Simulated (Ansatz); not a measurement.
**Sn4Se3S: density, localisation and related maps**

Input

```
crystal:
  lattice:
    - [-3.02143681, 3.02143681, 6.04287362]
    - [3.02143681, -3.02143681, 6.04287362]
    - [3.02143681, 3.02143681, -6.04287362]
  atoms:
    - { symbol: Sn, position: [0.5, 0.0, 0.5] }
    - { symbol: Sn, position: [0.25, 0.25, 0.0] }
    - { symbol: Sn, position: [0.0, 0.5, 0.5] }
    - { symbol: Sn, position: [0.75, 0.75, 0.0] }
    - { symbol: Se, position: [0.75, 0.25, 0.5] }
    - { symbol: Se, position: [0.25, 0.75, 0.5] }
    - { symbol: Se, position: [0.0, 0.0, 0.0] }
    - { symbol: S, position: [0.5, 0.5, 0.0] }
basis:
  ecutwfc: 420
kpoints:
  mp_grid: { grid: [8, 8, 8] }
hamiltonian:
  xc: pbe
scf:
  occupations: { method: gaussian, width: 0.02 }
output:
  forces: true
  stress: true
  eigenvalues: true
  write_density: true
  write_potential: true
  elf: true
  volumetric_format: npy
relax:
  adjacent_minimum: "off"
  f_tol: 0.01
  max_steps: 80
  cell: { stress_tol: 0.05 }
```

Run with:

```sh
ansatz run input.yaml --threads 1 --pin off --max-ram 2560MiB --backend cpu --events-out ev --progress --plain --runs-dir out
```

Below, planes, directions and counts refer to the conventional cell (a = 6.01 Å, b = 6.01 Å, c = 12.02 Å, α = 90.00°, β = 90.00°, γ = 90.00°).

The fields are those of the relaxed geometry.

Space group I4/mmm; a structure generated by program, which may or may not match a known phase.

The calculation used Ansatz 0.2.0, DFT PBE, scalar-relativistic, plane waves, PAW.

In a PAW calculation such maps are meaningful between the atoms, not at the nuclei.

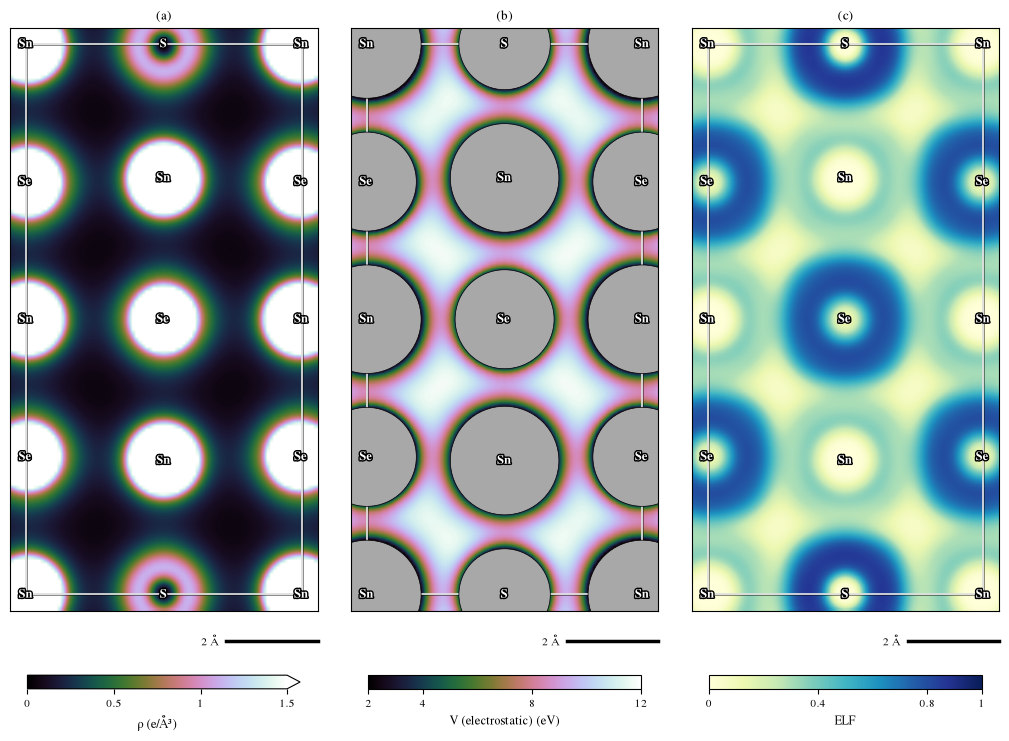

Figure 1. (a) valence electron density; (b) electrostatic potential (local pseudopotential plus Hartree) felt by an electron; (c) ELF on the (010) plane of the conventional cell. Grey discs cover the atomic cores in the potential map.

**What do the fields say about this system?**

Atoms in the plane: Sn, Se and S. Sn–S (2.92 Å): ρ at the midpoint is about 0.23 e/Å³; the ELF peaks at about 0.85 in the valence shell of S, 0.8 Å from its nucleus, and drops to about 0.30 between the two atoms. Sn–Se (3.00 Å): ρ at the midpoint is about 0.23 e/Å³; the ELF is about 0.40 at the midpoint. Sn–S (3.01 Å): ρ at the midpoint is about 0.2 e/Å³; the ELF peaks at about 0.85 in the valence shell of S, 0.8 Å from its nucleus, and drops to about 0.30 between the two atoms. Sn–Se (3.08 Å): ρ is about 0.2 e/Å³ halfway; the ELF is about 0.35 at the midpoint. Between the atoms the lowest density in this plane is 0.05 e/Å³. Outside the cores the potential energy rises away from the atoms and is highest about 2.0 Å from the nearest atoms; its zero is arbitrary.

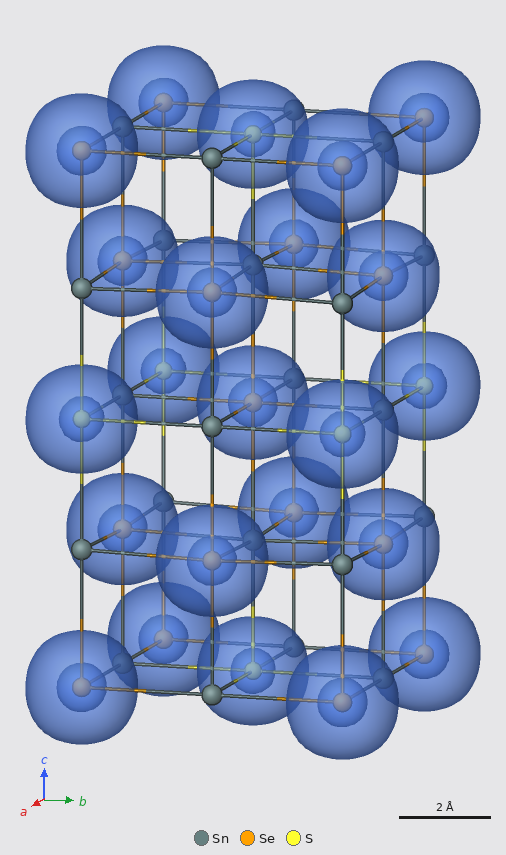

Figure 2. Isosurface of the ELF at 0.65 (blue), seen slightly off an axis. Only the valence region is drawn (cores and ρ < 0.01 e/Å³ removed). Sticks mark near contacts.

**What do the ELF domains correspond to?**

At this value the surface marks out two regions wrapped around S (the valence shell of each) and six regions wrapped around Se (the valence shell of each), counted in one cell of 16 atoms. Any copies at cell faces, edges or corners count once.
